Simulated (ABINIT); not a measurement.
# A GW chain in ABINIT: BiOBr (P4/nmm)

Wanted: ground state, empty states, screening and self-energy for BiOBr (P4/nmm).

Calculated with ABINIT 10.8.3; PBEsol and many-body steps on it, plane waves.

The database entry behind the starting cell differs from later determinations by our own check (0.1 to 0.3 % short, probably kX units), so it need not match the best structure at ambient conditions.

**1. The structure**

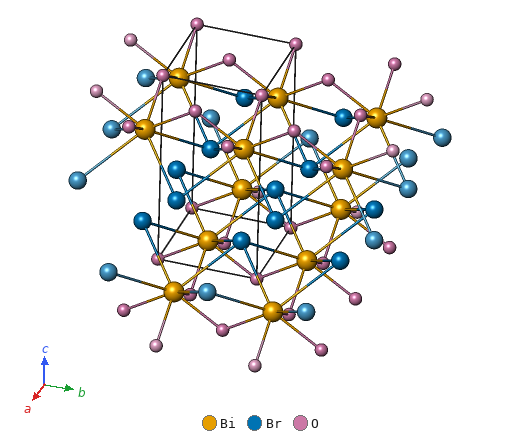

The cell as given, slightly off an axis (bismuth orange, bromine blue, oxygen pink). 2×2×1 cells are drawn. Some periodic images of atoms are drawn too.

The cell and positions come from the Crystallography Open Database and are kept as given unless a step says otherwise.

**2. Ground state**

This step: ABINIT 10.8.3; DFT, PBEsol with spin-orbit coupling, plane waves, norm-conserving pseudopotentials.

The ground-state density comes first.

run.abi reads:

```
acell 3*1.0 Angstrom
rprim 
  3.916000000000 0.000000000000 0.000000000000
  0.000000000000 3.916000000000 0.000000000000
  0.000000000000 0.000000000000 8.077000000000
ntypat 3
znucl 83 35 8
natom 6
typat 1 1 2 2 3 3
xred 
  0.000000000000 0.500000000000 0.154000000000
  0.500000000000 0.000000000000 0.846000000000
  0.000000000000 0.500000000000 0.653000000000
  0.500000000000 0.000000000000 0.347000000000
  0.000000000000 0.000000000000 0.000000000000
  0.500000000000 0.500000000000 0.000000000000
pp_dirpath "pseudos"
pseudos "Bi.upf, Br.upf, O.upf"
ecut 42
nspinor 2
ngkpt 4 4 2
nshiftk 1
shiftk 0 0 0
kptopt 1
chksymbreak 0
nband 106
occopt 1
tolvrs 1e-08
nstep 60
prtwf 0
optforces 0
optstress 0
indata_prefix "in"
outdata_prefix "out"
tmpdata_prefix "tmp"
```

Command:

```
$ OMP_NUM_THREADS=1 mpirun -n 4 abinit run.abi > log
```

Numbers of over 12 decimals in the logs are rounded to 6 here.

The log of the run:

```text
.Version 10.8.3 of ABINIT. v10.8.2 released Aug 2026.

 Symmetries : space group P4/n m m (#129); Bravais tP (primitive tetrag.)
================================================================================
 Values of the parameters that define the memory need of the present run
     intxc =       0    ionmov =       0      iscf =       7    lmnmax =      18
     lnmax =      18     mgfft =      90  mpssoang =       5    mqgrid =    4453
     natom =       6  nloc_mem =       1    nspden =       1   nspinor =       2
    nsppol =       1      nsym =      16    n1xccc =    2501    ntypat =       3
    occopt =       1   xclevel =       2
-    mband =         106        mffmem =           1         mkmem =           3
       mpw =       10904          nfft =      182250          nkpt =          12
================================================================================
  Rough estimation (10% accuracy) of disk space for files :
================================================================================

--------------------------------------------------------------------------------
------------- Echo of variables that govern the present computation ------------
--------------------------------------------------------------------------------
 -outvars: echo values of preprocessed input variables --------
            acell      1.8897261259E+00  1.8897261259E+00  1.8897261259E+00 Bohr

      chksymbreak           0
             ecut      4.20000000E+01 Hartree
-          fftalg         312

              ixc     -116133
              kpt      0.00000000E+00  0.00000000E+00  0.00000000E+00
                       2.50000000E-01  0.00000000E+00  0.00000000E+00
                       5.00000000E-01  0.00000000E+00  0.00000000E+00
                       2.50000000E-01  2.50000000E-01  0.00000000E+00
                       5.00000000E-01  2.50000000E-01  0.00000000E+00
                       5.00000000E-01  5.00000000E-01  0.00000000E+00
                       0.00000000E+00  0.00000000E+00  5.00000000E-01
                       2.50000000E-01  0.00000000E+00  5.00000000E-01
                       5.00000000E-01  0.00000000E+00  5.00000000E-01
                       2.50000000E-01  2.50000000E-01  5.00000000E-01
                       5.00000000E-01  2.50000000E-01  5.00000000E-01
[...]
kptrlatt        4    0    0      0    4    0      0    0    2
          kptrlen      2.96006700E+01
P           mkmem           3
            natom           6
            nband         106
            ngfft          45      45      90
             nkpt          12
          nspinor           2
            nstep          60
             nsym          16
           ntypat           3
              occ      1.000000  1.000000  1.000000  1.000000  1.000000  1.000000
                       1.000000  1.000000  1.000000  1.000000  1.000000  1.000000
                       1.000000  1.000000  1.000000  1.000000  1.000000  1.000000
                       1.000000  1.000000  1.000000  1.000000  1.000000  1.000000
                       1.000000  1.000000  1.000000  1.000000  1.000000  1.000000
                       1.000000  1.000000  1.000000  1.000000  1.000000  1.000000
                       1.000000  1.000000  1.000000  1.000000  1.000000  1.000000
                       1.000000  1.000000  1.000000  1.000000  1.000000  1.000000
                       1.000000  1.000000  1.000000  1.000000  1.000000  1.000000
   [... 7 further rows ...]
                       0.000000  0.000000  0.000000  0.000000  0.000000  0.000000
                       0.000000  0.000000  0.000000  0.000000
        optforces           0
        optstress           0
            prtwf           0
            rprim      3.9160000000E+00  0.0000000000E+00  0.0000000000E+00
[...]
spgroup         129

           tolvrs      1.00000000E-08

             xred      0.0000000000E+00  5.0000000000E-01  1.5400000000E-01
[...]
znucl       83.00000   35.00000    8.00000

================================================================================

 chkinp: Checking input parameters for consistency.

================================================================================
== DATASET  1 ==================================================================
-   mpi_nproc: 4, omp_nthreads: 1 (-1 if OMP is not activated)

--- !DatasetInfo
iteration_state: {dtset: 1, }
dimensions: {natom: 6, nkpt: 12, mband: 106, nsppol: 1, nspinor: 2, nspden: 1, mpw: 10904, }
cutoff_energies: {ecut:  42.0, pawecutdg:  -1.0, }
electrons: {nelect:   9.20000000E+01, charge:   0.00000000E+00, occopt:   1.00000000E+00, tsmear:   1.00000000E-02, }

 Real(R)+Recip(G) space primitive vectors, cartesian coordinates (Bohr,Bohr^-1):
 R(1)=  7.4001675  0.0000000  0.0000000  G(1)=  0.1351321  0.0000000  0.0000000
 R(2)=  0.0000000  7.4001675  0.0000000  G(2)=  0.0000000  0.1351321  0.0000000
 R(3)=  0.0000000  0.0000000 15.2633179  G(3)=  0.0000000  0.0000000  0.0655166
 Unit cell volume ucvol=  8.3585713E+02 bohr^3
 Angles (23,13,12)=  9.00000000E+01  9.00000000E+01  9.00000000E+01 degrees

 getcut: wavevector=  0.0000  0.0000  0.0000  ngfft=  45  45  90
         ecut(hartree)=     42.000   => boxcut(ratio)=   2.02117

[...]
spin-orbit 2   -0.000426    0.000283
 pspatm: atomic psp has been read  and splines computed

   1.21697075E+04                                ecore*ucvol(ha*bohr**3)
--------------------------------------------------------------------------------

_setup2: Arith. and geom. avg. npw (full set) are   10859.406   10859.385

================================================================================

--- !BeginCycle
iteration_state: {dtset: 1, }
solver: {iscf: 7, nstep: 60, nline: 4, wfoptalg: 0, }
tolerances: {tolvrs: 1.00E-08, }

     iter   Etot(hartree)      deltaE(h)  residm     vres2
 ETOT  1  -767.33951349819    -7.673E+02 8.139E-01 8.932E+02
 ETOT  2  -768.04434106973    -7.048E-01 2.839E-02 2.545E+03
 ETOT  3  -768.32349584520    -2.792E-01 6.265E-03 8.108E+02
 ETOT  4  -768.37446202396    -5.097E-02 4.549E-03 1.160E+02
 ETOT  5  -768.38126343709    -6.801E-03 1.561E-03 8.816E+00
 ETOT  6  -768.38181385243    -5.504E-04 2.007E-03 1.055E-01
 ETOT  7  -768.38181445120    -5.988E-07 1.102E-03 5.806E-02
 ETOT  8  -768.38181728956    -2.838E-06 5.428E-04 2.786E-04
 ETOT  9  -768.38181728635     3.211E-09 4.979E-04 2.155E-04
 ETOT 10  -768.38181729717    -1.083E-08 1.507E-04 9.142E-07
 ETOT 11  -768.38181729723    -5.855E-11 2.029E-04 4.797E-08
 ETOT 12  -768.38181729723    -1.251E-12 8.307E-05 2.456E-09

 At SCF step   12       vres2   =  2.46E-09 < tolvrs=  1.00E-08 =>converged.

--- !ResultsGS
iteration_state: {dtset: 1, }
comment   : Summary of ground state results
lattice_vectors:
- [  7.4001675,   0.0000000,   0.0000000, ]
- [  0.0000000,   7.4001675,   0.0000000, ]
- [  0.0000000,   0.0000000,  15.2633179, ]
lattice_lengths: [   7.40017,    7.40017,   15.26332, ]
lattice_angles: [ 90.000,  90.000,  90.000, ] # degrees, (23, 13, 12)
lattice_volume:   8.3585713E+02
convergence: {deltae: -1.251E-12, res2:  2.456E-09, residm:  8.307E-05, diffor:  0.000E+00, }
etotal    :  -7.68381817E+02
entropy   :   0.00000000E+00
fermie    :   1.93301579E-01
cartesian_stress_tensor: null
pressure_GPa: null
xred      :
- [  0.0000E+00,   5.0000E-01,   1.5400E-01, Bi]
- [  5.0000E-01,   0.0000E+00,   8.4600E-01, Bi]
- [  0.0000E+00,   5.0000E-01,   6.5300E-01, Br]
- [  5.0000E-01,   0.0000E+00,   3.4700E-01, Br]
- [  0.0000E+00,   0.0000E+00,   0.0000E+00,  O]
- [  5.0000E-01,   5.0000E-01,   0.0000E+00,  O]
cartesian_forces: null
force_length_stats: {min: null, max: null, mean: null, }

 Integrated electronic density in atomic spheres:
 ------------------------------------------------
 Atom  Sphere_radius  Integrated_density
[...]
================================================================================

 ----iterations are completed or convergence reached----

 Mean square residual over all n,k,spin=   34.986E-08; max=  83.066E-06
 reduced coordinates (array xred) for    6 atoms
[...]
0.500000000000      0.000000000000      0.846000000000
       0.000000000000      0.500000000000      0.653000000000
       0.500000000000      0.000000000000      0.347000000000
       0.000000000000      0.000000000000      0.000000000000
       0.500000000000      0.500000000000      0.000000000000
 rms dE/dt=  0.0000E+00; max dE/dt=  0.0000E+00; dE/dt below (all hartree)
    1       0.000000000000      0.000000000000      0.000000000000
    2       0.000000000000      0.000000000000      0.000000000000
    3       0.000000000000      0.000000000000      0.000000000000
    4       0.000000000000      0.000000000000      0.000000000000
    5       0.000000000000      0.000000000000      0.000000000000
    6       0.000000000000      0.000000000000      0.000000000000

 cartesian coordinates (angstrom) at end:
    1      0.000000     1.958000     1.243858
    2      1.958000     0.000000     6.833142
    3      0.000000     1.958000     5.274281
    4      1.958000     0.000000     2.802719
    5      0.000000     0.000000     0.000000
    6      1.958000     1.958000     0.000000
 length scales=  1.889726125908  1.889726125908  1.889726125908 bohr
              =  1.000000000000  1.000000000000  1.000000000000 angstroms
 prteigrs : about to open file out_EIG
 Fermi (or HOMO) energy (hartree) =   0.19330   Average Vxc (hartree)=  -0.39692
 Eigenvalues (hartree) for nkpt=  12  k points:
 kpt#   1, nband=106, wtk=  0.03125, kpt=  0.0000  0.0000  0.0000 (reduced coord)
  -5.38666   -5.38666   -5.38666   -5.38666   -3.79212   -3.79212   -3.79212   -3.79212
  -2.88362   -2.88362   -2.88360   -2.88360   -2.88329   -2.88329   -2.88328   -2.88328
  -2.00408   -2.00408   -2.00408   -2.00408   -2.00329   -2.00329   -2.00329   -2.00329
  -1.96438   -1.96438   -1.96438   -1.96438   -1.96370   -1.96370   -1.96369   -1.96369
  -1.96336   -1.96336   -1.96336   -1.96336   -0.66856   -0.66856   -0.66750   -0.66750
  -0.66710   -0.66710   -0.66661   -0.66661   -0.56452   -0.56452   -0.55890   -0.55890
  -0.55768   -0.55768   -0.55723   -0.55723   -0.55711   -0.55711   -0.55540   -0.55540
  -0.49023   -0.49023   -0.39526   -0.39526   -0.30721   -0.30721   -0.29883   -0.29883
  -0.15336   -0.15336   -0.06798   -0.06798    0.00730    0.00730    0.02431    0.02431
   0.11320    0.11320    0.12073    0.12073    0.12942    0.12942    0.13088    0.13088
   0.15020    0.15020    0.15257    0.15257    0.15756    0.15756    0.16247    0.16247
   0.17349    0.17349    0.17557    0.17557    0.26926    0.26926    0.28743    0.28743
   0.36752    0.36752    0.40377    0.40377    0.41135    0.41135    0.44540    0.44540
   0.46318    0.46323
 prteigrs : prtvol=0 or 1, do not print more k-points.

--- !EnergyTerms
iteration_state     : {dtset: 1, }
comment             : Components of total free energy in Hartree
kinetic             :  3.10899071032040E+02
hartree             :  2.29451018532273E+02
xc                  : -1.23432218388746E+02
Ewald energy        : -4.12808723090641E+02
psp_core            :  1.45595546059003E+01
local_psp           : -6.97296811803541E+02
non_local_psp       : -8.97537081845192E+01
total_energy        : -7.68381817297232E+02
total_energy_eV     : -2.09087344148638E+04
band_energy         : -1.12096699537553E+02

== END DATASET(S) ==============================================================
================================================================================

 -outvars: echo values of variables after computation  --------
           etotal     -7.6838181730E+02
            nband         106
             nkpt          12
          spgroup         129
 [... the other variables as echoed above ...]

 Calculation completed.
```

Elapsed: 12 min, on 4 MPI ranks of Arm Neoverse V1, shared host; peak memory 0.88 GiB; 49 min of CPU time.

This step gave:

```
total energy               : -20908.7344 eV
gap                        : 1.900 eV
k of the valence top       : 0.5, 0, 0.5
k of the conduction bottom : 0, 0, 0.5
least direct gap           : 1.902 eV
```

The gap is indirect, with the least direct gap 0.002 eV higher.

**3. Empty states on the mesh, 4×4×2 mesh, 244 bands**

The sums over transitions need many empty states on a uniform mesh; this step solves for them.

Changes to run.abi since step 2:

```diff
@@ -25,9 +25,10 @@
 chksymbreak 0
-nband 106
-occopt 1
-tolvrs 1e-08
+iscf -2
+irdden 1
+istwfk *1
+nband 244
+nbdbuf 22
+tolwfr 1e-09
 nstep 60
-prtwf 0
-optforces 0
-optstress 0
+prtvol 0
 indata_prefix "in"
```

The log of the run:

```text
.Version 10.8.3 of ABINIT. v10.8.2 released Aug 2026.

 Symmetries : space group P4/n m m (#129); Bravais tP (primitive tetrag.)
[... echo of the input left out ...]
== DATASET  1 ==================================================================
-   mpi_nproc: 4, omp_nthreads: 1 (-1 if OMP is not activated)

--- !DatasetInfo
iteration_state: {dtset: 1, }
dimensions: {natom: 6, nkpt: 12, mband: 244, nsppol: 1, nspinor: 2, nspden: 1, mpw: 10904, }
cutoff_energies: {ecut:  42.0, pawecutdg:  -1.0, }
electrons: {nelect:   9.20000000E+01, charge:   0.00000000E+00, occopt:   1.00000000E+00, tsmear:   1.00000000E-02, }

 Real(R)+Recip(G) space primitive vectors, cartesian coordinates (Bohr,Bohr^-1):
 R(1)=  7.4001675  0.0000000  0.0000000  G(1)=  0.1351321  0.0000000  0.0000000
 R(2)=  0.0000000  7.4001675  0.0000000  G(2)=  0.0000000  0.1351321  0.0000000
 R(3)=  0.0000000  0.0000000 15.2633179  G(3)=  0.0000000  0.0000000  0.0655166
 Unit cell volume ucvol=  8.3585713E+02 bohr^3
 Angles (23,13,12)=  9.00000000E+01  9.00000000E+01  9.00000000E+01 degrees

 getcut: wavevector=  0.0000  0.0000  0.0000  ngfft=  45  45  90
         ecut(hartree)=     42.000   => boxcut(ratio)=   2.02117

--- Pseudopotential description ------------------------------------------------
- Bi Generated using ONCVPSP code by D. R. Hamann
- 83.00000  23.00000  180509                  znucl, zion, pspdat
12 -116133 2 -1 1562                          pspcod,pspxc,lmax,lloc,mmax
     nproj     2     4     4     0
     spin-orbit psp
        nprojso     4     4     0
  pspatm : epsatm=   28.43214786
         --- l  ekb(1:nproj) -->
             0    2.317727   17.039982
             1    7.603736    1.410970    0.035970    0.005566
             2    3.381590    0.422128    0.001366    0.000391
  spin-orbit 1   -1.877704    1.431209    0.093101   -0.034338
  spin-orbit 2    0.200377   -0.047349    0.020750   -0.001721
 pspatm: atomic psp has been read  and splines computed

- Br Generated using ONCVPSP code by D. R. Hamann
- 35.00000  17.00000  180509                  znucl, zion, pspdat
12 -116133 2 -1 1110                          pspcod,pspxc,lmax,lloc,mmax
     nproj     2     3     2     0
     spin-orbit psp
        nprojso     4     3     0
  pspatm : epsatm=   31.50389662
         --- l  ekb(1:nproj) -->
             0    0.904722    8.531542
             1    5.590547    1.009592    0.011900
             2   -8.972826   -4.023659
  spin-orbit 1    0.454959   -0.256940    0.061748   -0.000672
  spin-orbit 2    0.018238    0.011861   -0.000061
 pspatm: atomic psp has been read  and splines computed

- O Generated using ONCVPSP code by D. R. Hamann
-  8.00000   6.00000  180509                  znucl, zion, pspdat
12 -116133 2 -1 936                           pspcod,pspxc,lmax,lloc,mmax
     nproj     2     2     2     0
     spin-orbit psp
        nprojso     2     2     0
[...]
3.72E-10  4.68E-10  3.48E-10  4.69E-10  2.21E-10  9.87E-10  2.09E-10  2.98E-10
  2.83E-10  5.44E-10  3.70E-10  6.14E-10  4.63E-10  7.41E-10  4.72E-10  7.44E-10
  2.27E-10  4.09E-10  2.06E-10  3.35E-10  3.04E-10  3.56E-10  2.09E-10  2.93E-10
[...]
7.17E-05  2.78E-04  2.55E-04  2.78E-03
 -5.3867E+00 -5.3867E+00 -5.3867E+00 -5.3867E+00 -3.7921E+00 -3.7921E+00
 -3.7921E+00 -3.7921E+00 -2.8836E+00 -2.8836E+00 -2.8836E+00 -2.8836E+00
 -2.8833E+00 -2.8833E+00 -2.8833E+00 -2.8833E+00 -2.0041E+00 -2.0041E+00
[...]
1.4879E+00  1.4879E+00  1.4915E+00  1.4915E+00  1.5050E+00  1.5050E+00
  1.5087E+00  1.5087E+00  1.5089E+00  1.5089E+00  1.5174E+00  1.5174E+00
  1.5670E+00  1.5757E+00  1.5772E+00  1.5818E+00
 prteigrs : prtvol=0 or 1, do not print more k-points.

--- !ResultsGS
iteration_state: {dtset: 1, }
comment   : Summary of ground state results
lattice_vectors:
- [  7.4001675,   0.0000000,   0.0000000, ]
- [  0.0000000,   7.4001675,   0.0000000, ]
- [  0.0000000,   0.0000000,  15.2633179, ]
lattice_lengths: [   7.40017,    7.40017,   15.26332, ]
lattice_angles: [ 90.000,  90.000,  90.000, ] # degrees, (23, 13, 12)
lattice_volume:   8.3585713E+02
convergence: {deltae:  0.000E+00, res2:  0.000E+00, residm:  9.990E-10, diffor:  0.000E+00, }
etotal    :  -7.68381817E+02
entropy   :   0.00000000E+00
fermie    :   1.93301579E-01
cartesian_stress_tensor: null
pressure_GPa: null
xred      :
- [  0.0000E+00,   5.0000E-01,   1.5400E-01, Bi]
- [  5.0000E-01,   0.0000E+00,   8.4600E-01, Bi]
- [  0.0000E+00,   5.0000E-01,   6.5300E-01, Br]
- [  5.0000E-01,   0.0000E+00,   3.4700E-01, Br]
- [  0.0000E+00,   0.0000E+00,   0.0000E+00,  O]
- [  5.0000E-01,   5.0000E-01,   0.0000E+00,  O]
cartesian_forces: null
force_length_stats: {min: null, max: null, mean: null, }

 Integrated electronic density in atomic spheres:
 ------------------------------------------------
 Atom  Sphere_radius  Integrated_density
[...]
================================================================================

 ----iterations are completed or convergence reached----

 Mean square residual over all n,k,spin=   50.239E-11; max=  99.897E-11
 reduced coordinates (array xred) for    6 atoms
[...]
0.000000000000      0.000000000000      0.000000000000
       0.500000000000      0.500000000000      0.000000000000

 cartesian coordinates (angstrom) at end:
[...]
6      1.958000     1.958000     0.000000
 length scales=  1.889726125908  1.889726125908  1.889726125908 bohr
              =  1.000000000000  1.000000000000  1.000000000000 angstroms
 prteigrs : about to open file out_EIG
 Eigenvalues (hartree) for nkpt=  12  k points:
 kpt#   1, nband=244, wtk=  0.03125, kpt=  0.0000  0.0000  0.0000 (reduced coord)
[...]
1.40233    1.40233    1.48039    1.48039    1.48793    1.48793    1.49147    1.49147
   1.50498    1.50499    1.50866    1.50866    1.50892    1.50893    1.51740    1.51741
   1.56695    1.57573    1.57723    1.58176
 prteigrs : prtvol=0 or 1, do not print more k-points.

== END DATASET(S) ==============================================================
================================================================================

 -outvars: echo values of variables after computation  --------
            nband         244
             nkpt          12
          spgroup         129
 [... the other variables as echoed above ...]

 Calculation completed.
```

Wall time 20 min (4 MPI ranks); peak memory 1.4 GiB; 80 min of CPU time.

This step gave:

| Property | Result |
| --- | --- |
| gap | 1.900 eV |
| k of the valence top | 0.5, 0, 0.5 |
| k of the conduction bottom | 0, 0, 0.5 |
| least direct gap | 1.902 eV |
| k points computed | 12 |
| lowest point of the top converged band, above the valence top | 31.73 eV |

On this mesh the gap is 1.900 eV.

(Continued in part 2 of 2.)

[Paths, hosts, dates, memory and timing lines, banners, echoed tables and standing remarks are left out of the program output.]

[Logs are printed without paths, hosts, clocks, repeated set-up lines and the standing remarks that a program may print on its own settings, such as how far it seeks lower states.]

[Runs of the session that timed out or met a known fault of the program may be left out.]

[Hosts, paths, dates, database ids (printed as entryN), source tags and the programs' standing remarks are cut or masked in the printed files.]

[G0W0 gaps are taken among the corrected bands and points alone; a level outside them can change the order at an edge.]

[Where Ansatz stands beside ABINIT at settings called matched, ABINIT's density can come from a denser mesh and the files from another edition; pairs whose starting gaps differed by over 0.03 eV were left out, so agreement reads better than it is.]
